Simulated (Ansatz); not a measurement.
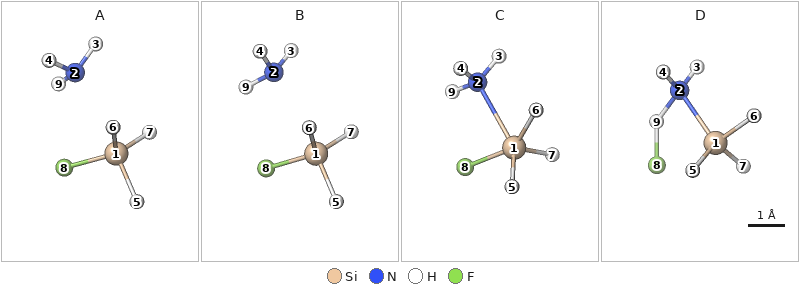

4 geometries from a converged minimum-energy path of SiNH₆F, shuffled. The picture is a ball-and-stick view, seen at a tilt.

Level of theory: Ansatz 0.2.0, RKS PBE0/def2-SVP. Run with 5 movable images; climbing image; force threshold 0.05 eV/Å; iteration limit 60; starting path through a guess of the saddle point.

> Which frame is the transition state?

D. In order along the path, whose images run from 0 to 6: D (image 1, +0.58 eV), C (image 3, −0.10 eV), A (image 5, −0.54 eV), B (image 6, −0.54 eV). Breaking: F8–H9 (0.95 → 1.22 at the top → 2.41 Å), Si1–N2 (1.77 → 1.88 at the top → 2.68 Å). Forming: N2–H9 (1.70 → 1.20 at the top → 1.02 Å), Si1–F8 (3.18 → 2.08 at the top → 1.64 Å).
